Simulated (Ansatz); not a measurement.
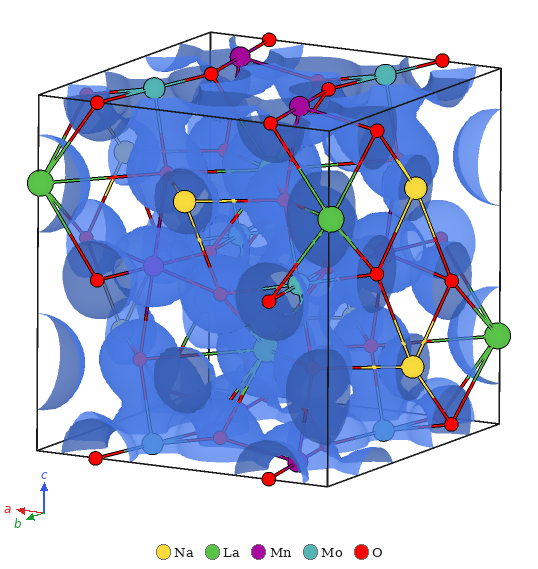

NaLaMnMoO₆. Isosurface of the valence pseudo-density at 0.5 e/Å³ (blue), seen at an oblique angle. Sticks mark near contacts.

Space group C2/c; a generated structure, not necessarily the stable one; spin-polarised.

These are results of Ansatz 0.2.0, DFT PBE, scalar-relativistic, plane waves, PAW, not measurements.

The calculation's input:

```
crystal:
  lattice:
    - [3.7950733543, -3.8488171805, 0.0]
    - [3.7950733543, 3.8488171805, 0.0]
    - [-0.0458734043, 0.0, 8.2206907493]
  atoms:
    - { symbol: Na, position: [0.506194, 0.493806, 0.75] }
    - { symbol: Na, position: [0.493806, 0.506194, 0.25] }
    - { symbol: La, position: [0.012033, 0.987967, 0.75] }
    - { symbol: La, position: [0.987967, 0.012033, 0.25] }
    - { symbol: Mn, position: [0.0, 0.5, 0.5], spin: 3.32 }
    - { symbol: Mn, position: [0.5, 0.0, 0.0], spin: 3.32 }
    - { symbol: Mo, position: [0.5, 0.0, 0.5], spin: -0.23 }
    - { symbol: Mo, position: [0.0, 0.5, 0.0], spin: -0.23 }
    - { symbol: O, position: [0.542405, 0.05222, 0.732468] }
    - { symbol: O, position: [0.457595, 0.94778, 0.267532] }
    - { symbol: O, position: [0.27975, 0.718792, 0.548307] }
    - { symbol: O, position: [0.72025, 0.281208, 0.451693] }
    - { symbol: O, position: [0.798742, 0.794931, 0.499535] }
    - { symbol: O, position: [0.201258, 0.205069, 0.500465] }
    - { symbol: O, position: [0.05222, 0.542405, 0.232468] }
    - { symbol: O, position: [0.94778, 0.457595, 0.767532] }
    - { symbol: O, position: [0.794931, 0.798742, 0.999535] }
    - { symbol: O, position: [0.205069, 0.201258, 0.000465] }
    - { symbol: O, position: [0.281208, 0.72025, 0.951693] }
    - { symbol: O, position: [0.718792, 0.27975, 0.048307] }
basis:
  ecutwfc: 420
kpoints:
  mp_grid: { grid: [6, 6, 4] }
hamiltonian:
  xc: pbe
scf:
  occupations: { method: gaussian, width: 0.1 }
output:
  forces: true
  stress: true
  eigenvalues: true
  populations: true
  write_density: true
  write_potential: true
  elf: true
  volumetric_format: npy
magnetization:
  spin_polarized: true
relax:
  adjacent_minimum: "off"
  f_tol: 0.01
  max_steps: 80
  cell: { stress_tol: 0.05 }
```

Launched as:

```sh
ansatz run input.yaml --threads 12 --pin off --max-ram 40960MiB --backend cpu --events-out ev --progress --plain --runs-dir out
```

Below, planes, directions and counts refer to the conventional cell (a = 7.59 Å, b = 7.70 Å, c = 8.22 Å, α = 90.00°, β = 90.32°, γ = 90.00°).

### How is the density connected at this value?

At this value the density is joined into sheets; it holds about 80 % of the electrons treated as valence (semicore included). It bridges the sampled Mn–O (1.94 Å) and Mo–O (1.94 Å) contacts, where the density stays above the isovalue. It is pinched off along the sampled Na–O (2.40 Å) and La–O (2.57 Å) contacts. On the grid the lowest density along these lines, outside the cores, is 0.67 e/Å³ (Mn–O, 1.94 Å), 0.95 e/Å³ (Mo–O, 1.94 Å), 0.12 e/Å³ (Na–O, 2.40 Å) and 0.3 e/Å³ (La–O, 2.57 Å).
